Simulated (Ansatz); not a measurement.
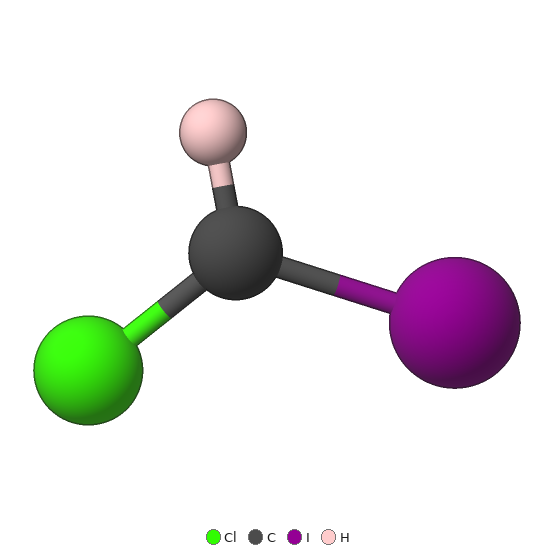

A ball-and-stick model of a molecule. Every bond is drawn as one stick, whatever its order.

Charge 0, doublet.

Question: Give the formula.

Answer: CHClI, 4 atoms: 1 carbon, 1 hydrogen, 1 chlorine and 1 iodine.

Question: How many sets of symmetry-equivalent atoms are there?

Answer: 4: 1 Cl, 1 C, 1 I, 1 H.

Question: Name some functional groups or characteristic bonds that it holds.

Answer: Among them: C–Cl bond, C–I bond.

The parts below concern this one geometry. Atoms keep their numbers from picture to picture. The geometry was computed by an optimisation with PBE0-D4/def2-TZVP.

### Dipole moment

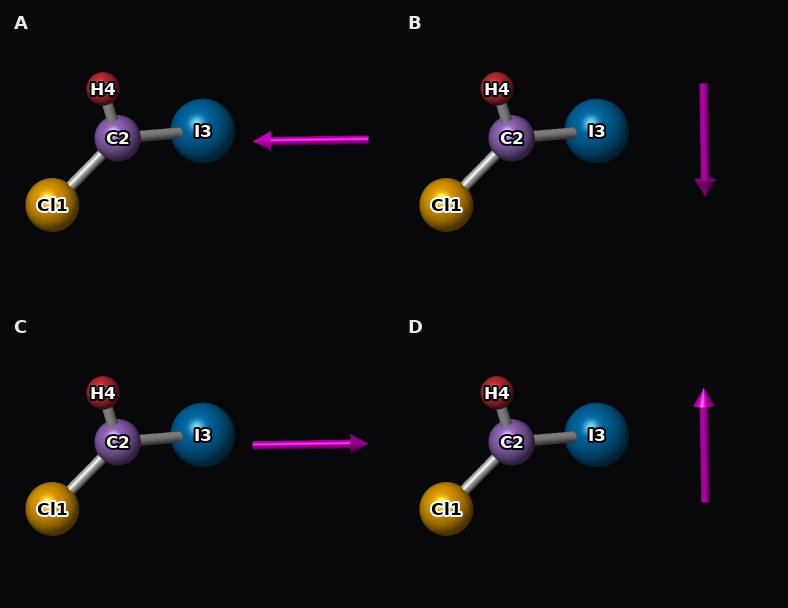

The same molecule four times, each with an arrow. Method: UKS PBE-D4/def2-TZVPP, core potentials on I (Ansatz 0.2.0).

Question: Which arrow points along the dipole moment, from the negative to the positive end?

Answer: D. The dipole moment is 0.63 D; it points from the side of Cl1 to the side of H4 (the outermost atoms at the two ends).

### Electronic properties

Properties computed with UKS r2SCANh-D4/def2-TZVPP, core potentials on I (Ansatz 0.2.0).

What does the calculation give?

- HOMO energy (Kohn–Sham orbital): −5.75 eV
- ⟨S²⟩ of the determinant: 0.760

### Vibrations

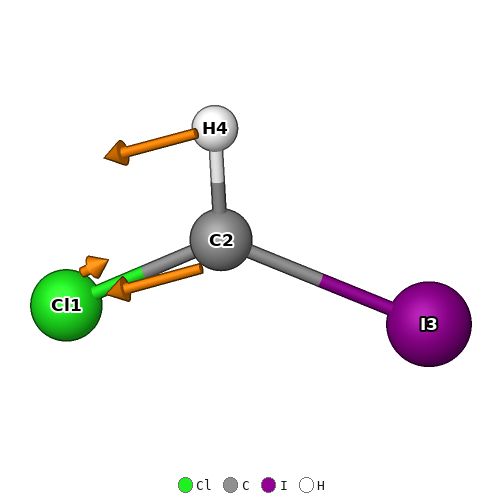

The arrows show one normal mode. Harmonic vibrations computed with UKS PBE0-D4/def2-TZVP, core potentials on I (Ansatz 0.2.0) at a stationary point of the same level.

Question: What kind of motion is it?

Answer: Mostly C–Cl stretching.

Question: At what wavenumber does it lie?

Answer: 879 cm⁻¹; it is mode 4 of 6 counted from the lowest.
